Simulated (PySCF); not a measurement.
C₁₀H₁₂O

```xyz
23

C     3.7216   -0.9637    1.0430
C     2.7933   -0.6264    0.3661
C     1.6395   -0.2345   -0.4007
C     0.4846   -1.2559   -0.4671
C    -0.5038   -0.1693   -0.0263
C    -1.5657   -0.4601    1.0415
C    -2.6740   -0.1424    0.0256
C    -1.6088    0.2589   -1.0064
C     0.6902    0.7762    0.2817
C     0.6059    2.1358   -0.3268
O     1.1290    2.4781   -1.3507
H     4.5529   -1.2538    1.6130
H     1.9467    0.1273   -1.3848
H     0.5912   -2.0546    0.2657
H     0.2987   -1.6896   -1.4474
H    -1.5330    0.2247    1.8873
H    -1.5573   -1.4817    1.4175
H    -3.2626   -1.0089   -0.2665
H    -3.3498    0.6568    0.3210
H    -1.6273   -0.3121   -1.9330
H    -1.6036    1.3182   -1.2541
H     0.8550    0.8649    1.3579
H    -0.0274    2.8393    0.2536
```

Geometry: GFN2-xTB.

The calculation used PBE0/pcSseg-1, SCF density, gas phase, non-relativistic in PySCF 2.14.0.

Predict the electron density and electron localisation function between the atoms.

C–C (1.20 Å): ρ at the midpoint is about 2.7 e/Å³; the ELF peaks at about 0.85 between the atoms (a multiple bond).
C–H (1.05 Å): ρ is about 2.1 e/Å³ halfway; the ELF climbs to about 1 towards the hydrogen, as it does in any bond to H: an ordinary covalent bond to hydrogen.

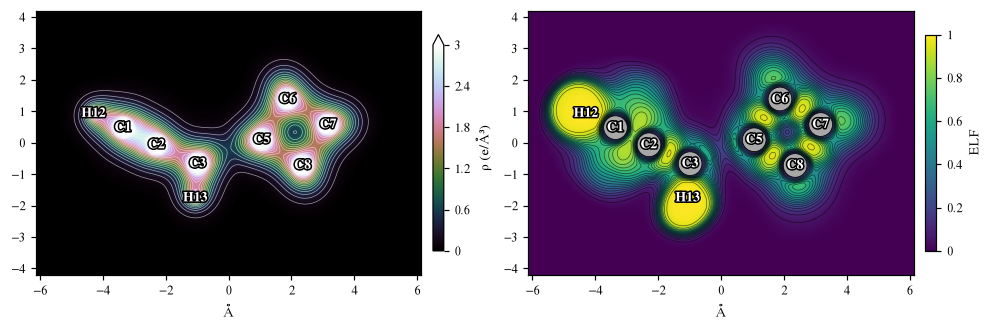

Computed electron density and electron localisation function on the plane of atoms C2, C3 and H13, in this order. Grey discs cover the atomic cores in the ELF map. 
